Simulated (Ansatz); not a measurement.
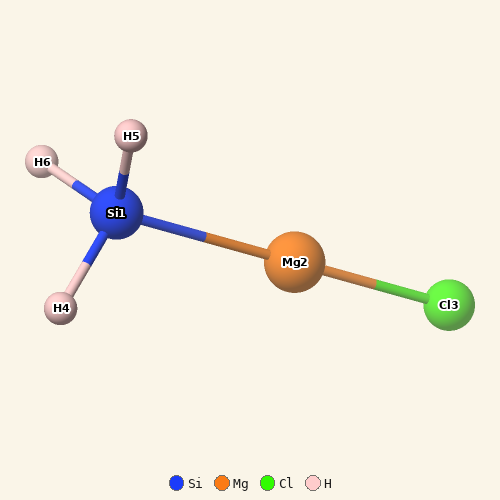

The system is ClH₃MgSi (SMILES [SiH3][Mg][Cl]) with the probe Cl-; the picture shows it without the atoms that are moved over the map. The probe is moved over the molecule's main plane. Coordinates scanned: (1) x of the probe's Cl atom; (2) y of the probe's Cl atom. Nothing is relaxed (molecule and probe rigid). The scan uses a 15 × 11 grid. At 34 points there is no value (left out of the scan, as a rule where atoms come close). Energies: kJ/mol, counted from the lowest grid point. Energies and slopes of some neighbouring points disagree (a jump in structure or state, or too coarse a mesh). All numbers below come from RKS PBE0-D4/def2-SVPD (Ansatz 0.2.0).

Range: x of the probe's Cl atom from −5.95 to 5.95 Å; y of the probe's Cl atom from −4.25 to 4.25 Å.

> Predict the map.

The lowest grid point is at x of the probe's Cl atom = 0.00 Å, y of the probe's Cl atom = −2.55 Å [nearest 1 Mg at 2.55 Å]. The highest grid point, x of the probe's Cl atom = 2.55 Å, y of the probe's Cl atom = −1.70 Å [nearest 1 Cl at 1.71 Å], lies 1017 kJ/mol above the lowest.

```
y of the probe's Cl atom ↓, x of the probe's Cl atom →  −5.95  −5.10  −4.25  −3.40  −2.55  −1.70  −0.85  0.00  0.85  1.70  2.55  3.40  4.25  5.10  5.95
                                                  4.25    159    154    147    141    134    125    118   118   128   144   159   169   175   178   179
                                                  3.40    155    147    140    139    134    107     78    70    91   129   160   174   179   181   182
                                                  2.55    151    143    172    306    357    181     38     3    53   172   242   217   192   185   184
                                                  1.70    147    154    362      –      –    662    262     –     –   878  1017   566   254   193   186
                                                  0.85    143    167    598      –      –      –      –     –     –     –     –     –   461   207   188
                                                  0.00    141    167    736      –      –      –      –     –     –     –     –     –   630   217   188
                                                 −0.85    143    165    574      –      –      –      –     –     –     –     –     –   461   207   188
                                                 −1.70    147    151    309    904      –    536    235     –     –   878  1017   566   254   193   186
                                                 −2.55    152    144    161    230    241    122     25     0    52   172   242   217   192   185   184
                                                 −3.40    156    149    142    136    123     98     75    69    90   129   160   174   179   181   182
                                                 −4.25    159    155    149    142    133    124    117   118   127   143   159   169   175   178   179
```

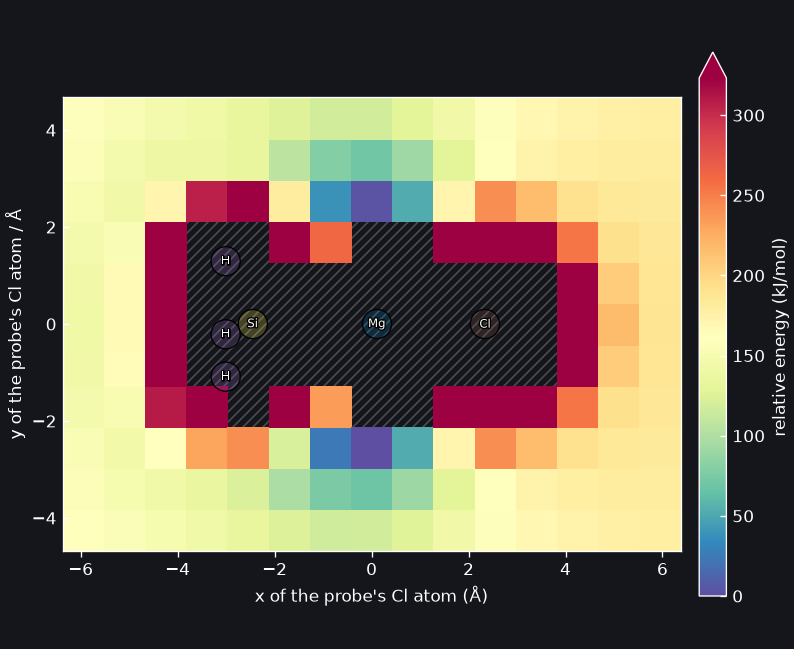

In the figure: one coloured cell a grid point, labelled circles for the molecule's atoms, projected on the plane, one colour for all values above the top of the scale, hatched blanks where no value was computed.

The whole map (131 points run) took 8.1 min on 1 thread of Intel(R) Xeon(R) 6975P-C (Granite Rapids) (shared host).
